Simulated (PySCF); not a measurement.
C4H7OP (SMILES [O-][PH]1CC=CC1) (charge −1, doublet)

Input

```
{"job": {"kind": "sp", "xc": "PBE0", "basis": "ma-def2-TZVP", "d3": "d3bj", "grid": 2}, "charge": -1, "multiplicity": 2}
O     -0.121776     2.676400    -0.160115
P     -0.109575     1.243582     0.340858
C      1.357428     0.201753    -0.044134
C      0.754451    -1.147976    -0.332147
C     -0.621484    -1.251883    -0.047463
C     -1.363311     0.035599    -0.227923
H     -0.218150     1.143264     1.763985
H      2.026394     0.227862     0.854432
H      1.918463     0.677950    -0.866612
H      1.403333    -2.030475    -0.327606
H     -1.158944    -2.204607    -0.057948
H     -1.585021     0.302198    -1.292148
H     -2.293401     0.136502     0.354861
```

Command:

```sh
OMP_NUM_THREADS=1 python redox_run.py task.json out
```

Geometry: PBE0-D3(BJ)/ma-def2-SVP.

These are results of DFT single point, gas phase, functional PBE0 in PySCF 2.14.0, density-fitted response routines, not measurements.

> Predict the electron density, electron localisation function and spin density between the atoms.

C–C (1.41 Å): ρ is about 2 e/Å³ halfway; the ELF peaks at about 0.95 between the atoms; localised, covalent bonding.
C–P (1.84 Å): ρ is about 1.2 e/Å³ halfway; the ELF peaks at about 0.95 between the atoms (a shared electron pair).
C–H (1.10 Å): the density is about 2 e/Å³ at the midpoint; the ELF climbs to about 1 towards the hydrogen, as it does in any bond to H; a covalent bond by its length.
C–C (1.51 Å): ρ at the midpoint is about 1.7 e/Å³; the ELF peaks at about 0.95 between the atoms: localised, covalent bonding.
The unpaired spin (1 electron) lies mostly on C4 (about 0.2), C5 (about 0.2), H8 (about 0.1), H7 (about 0.1) and H11 (about 0.1), in electrons by Hirshfeld's partition.

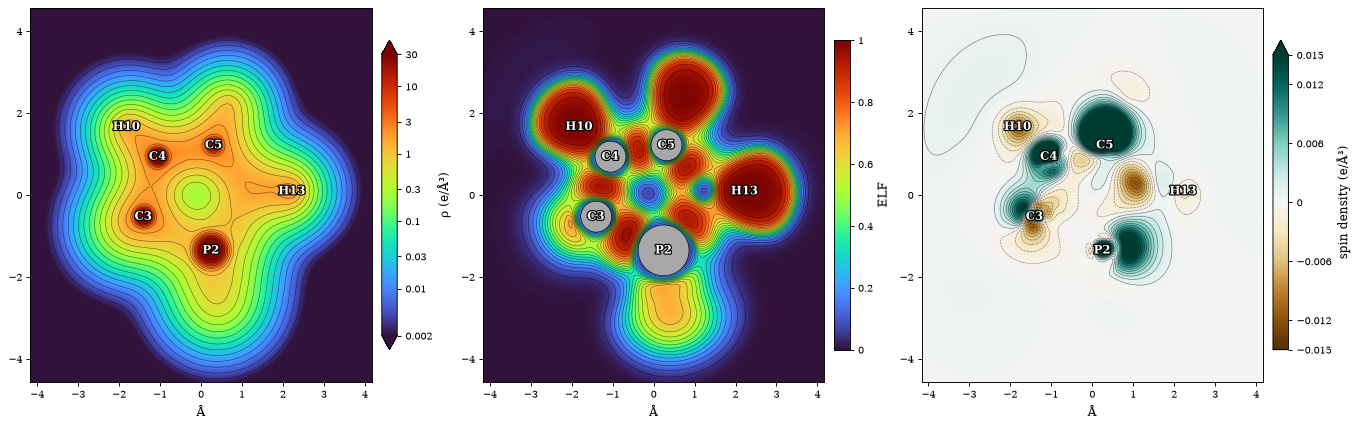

Computed electron density, electron localisation function and spin density on the plane of atoms P2, C3 and C4, in this order. Grey discs cover the atomic cores in the ELF map. 
